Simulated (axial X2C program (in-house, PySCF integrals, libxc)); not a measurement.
**Relativistic diatomic calculation for NiSi⁻**

NiSi⁻, single determinant with Ω = 3/2 (not the lowest found). The distance is the PBE0 minimum at charge −1. Computed at this level: expectation values, HF and Kohn-Sham, two-component X2C with atomic mean-field Coulomb and Gaunt terms, Ni dyall-acv3z, Si dyall-av3z (cores contracted) (axial X2C program (in-house, PySCF integrals, libxc)).

### The input
```
{"zs": [28, 14], "q": -1, "bas": ["dyall-acv3z", "dyall-av3z"], "r0": 2.26, "levels": ["PBE0", "HF", "PBE", "LDA", "BP86"], "nst": 3}
```

The line is the task of a batch: nuclear charges, charge, bases, the levels to run, a first guess of the distance and further settings. This report covers the levels named above. The log is that of the reference distance.

The run was one of a batch that the task file lists, launched with:
```bash
python <driver script> task.json out
```

### Log
```
two-component X2C + atomic mean field  PBE0
basis functions 183  fitting functions 992  grid points 5078
iter        total energy     max residual
   1      -1806.119025215     6.71e+00
   2      -1807.633845383     5.85e+00
   3      -1808.397495314     4.82e+00
   4      -1809.197159516     3.26e+00
   5      -1809.763109302     7.46e-01
   6      -1809.821374708     4.63e-01
   7      -1809.853309053     2.38e-01
   8      -1809.879996625     2.09e-01
   9      -1809.894072386     1.09e-01
  10      -1809.898910570     7.25e-02
  11      -1809.901585927     6.12e-02
  12      -1809.902936911     3.10e-02
  13      -1809.903852578     3.08e-02
  14      -1809.904158287     1.11e-02
  15      -1809.904280583     1.67e-02
  16      -1809.904355844     7.60e-03
  17      -1809.904389180     2.99e-03
  18      -1809.904397222     6.18e-03
  19      -1809.904402274     4.73e-03
  20      -1809.904406630     2.37e-03
  21      -1809.904409500     1.36e-03
  22      -1809.904411836     1.20e-03
  23      -1809.904413383     1.28e-03
  24      -1809.904415313     1.48e-03
  25      -1809.904416884     8.21e-04
  26      -1809.904417874     8.97e-04
  27      -1809.904418391     7.83e-04
  28      -1809.904418824     4.61e-04
  29      -1809.904419119     2.12e-04
  30      -1809.904419273     1.14e-04
  31      -1809.904419348     1.67e-04
  32      -1809.904419395     1.20e-04
  33      -1809.904419397     1.48e-04
  34      -1809.904419431     1.29e-04
  35      -1809.904419439     1.75e-04
  36      -1809.904419450     4.11e-05
  37      -1809.904419453     3.17e-05
  38      -1809.904419454     3.65e-05
  39      -1809.904419455     1.30e-05
  40      -1809.904419455     1.01e-05
  41      -1809.904419455     6.05e-06
converged
one-electron -2710.05925010  Coulomb 891.11177655  exact exchange -20.69534124  xc functional -63.93631533  nuclear repulsion 94.16135573  atomic mean-field constant -0.48664507
```

### Expectation values by level of theory

| quantity | PBE0 | HF | PBE | LDA | BP86 |
| --- | --- | --- | --- | --- | --- |
| effective field for an electron dipole moment (GV/cm) | 0.244 | 1.28 | 0.0414 | 0.0777 | 0.0349 |
| field gradient at the first nucleus (a.u.) | 2.22 | 1.48 | 2.14 | 2.12 | 2.16 |
| field gradient at the second nucleus (a.u.) | −0.359 | −0.115 | −0.728 | −0.732 | −0.710 |
| A∥/gI, first nucleus (MHz) | 133 | 158 | 111 | 116 | 122 |
| A∥/gI, second nucleus (MHz) | −71.4 | −108 | 16.8 | 47.6 | 31.6 |

Each column comes from one determinant, in a basis with contracted cores. The levels disagree widely: the effective field runs from 0.0349 to 1.28 GV/cm, A∥/gI at the second nucleus runs from −108 to 47.6 MHz and the field gradient at the second nucleus runs from −0.732 to −0.115 a.u. They may not all have settled in the same state, and these values aren't reliable properties of the molecule.

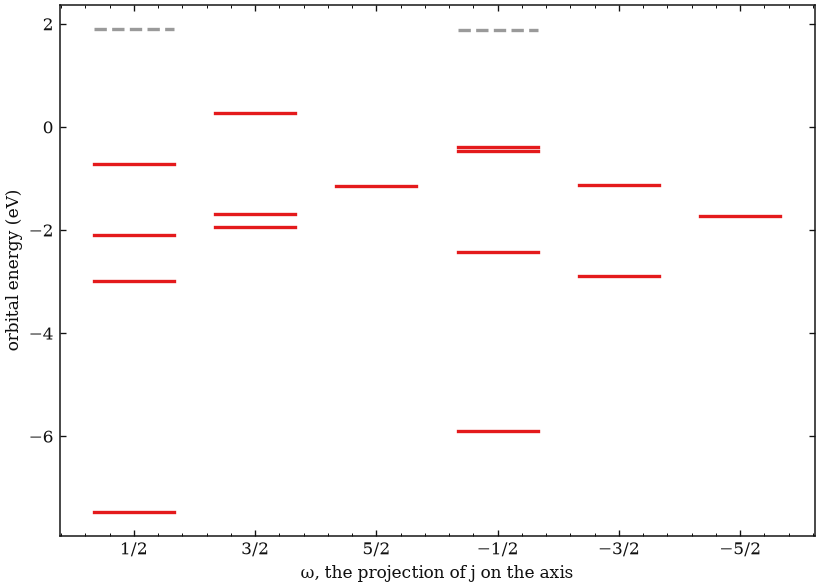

Orbital energies (PBE0) near the frontier at 2.20 Å, filled (solid) and empty (dashed). The highest filled spinor (3/2; 62 % Si p, 21 % Ni d) lies at 0.28 eV, the lowest empty one (−1/2; 71 % Ni p, 25 % Ni s) at 1.89 eV. A filled level above zero is held only by the finite basis .

### Summary

- outcome: converged; the levels of theory disagree widely; a filled level lies above zero
- hardware: 1 thread of Intel Xeon (Granite Rapids), 192 GiB of memory available, shared host
- wall time: 6.3 s
- peak memory: 0.36 GiB

### Remarks

The highest filled level (PBE0, up to 0.28 eV) lies above zero. That is common for anions, where the functional's self-interaction leaves the outer electrons unbound; only the finite basis holds them, so such levels depend on it.
